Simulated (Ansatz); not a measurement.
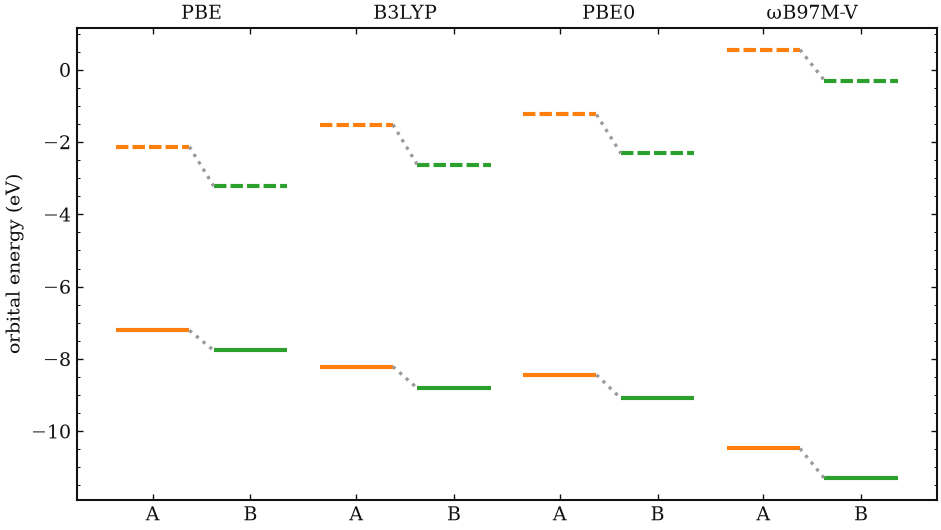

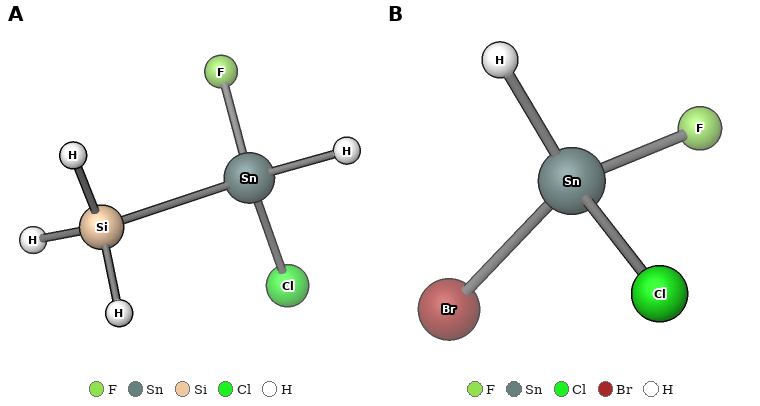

One change: A, SnSiH₄ClF (SMILES [F][Sn@@H]([SiH3])[Cl]), becomes B, SnHBrClF (SMILES [F][Sn@H]([Cl])[Br]). SiH₃ on Sn is replaced by Br. HOMO (solid) and LUMO (dashed) computed in def2-TZVPP at PBE0-D4/def2-TZVP geometries, both minima by their frequencies, gas phase, the Ansatz code 0.2.0. Empty levels above zero depend strongly on the basis.

What does the change do to HOMO and LUMO?

Answer. PBE: the HOMO falls by 0.56 eV, the LUMO falls by 1.09 eV, and the separation goes from 5.08 to 4.55 eV. B3LYP: the HOMO falls by 0.60 eV, the LUMO falls by 1.12 eV, and the separation goes from 6.70 to 6.18 eV. PBE0: the HOMO falls by 0.65 eV, the LUMO falls by 1.08 eV, and the separation goes from 7.20 to 6.78 eV. ωB97M-V: the HOMO falls by 0.83 eV, the LUMO falls by 0.85 eV, and the separation goes from 11.03 to 11.01 eV.

Do the functionals agree on the effect?

Answer. They agree on the direction for both levels; the HOMO shift lies between −0.83 and −0.56 eV and the LUMO shift between −1.12 and −0.85 eV, while the separations themselves differ by up to 6.5 eV between functionals.

Known limits of this run: core potentials past krypton; spin-orbit coupling is left out, and with Sn it can shift these values.
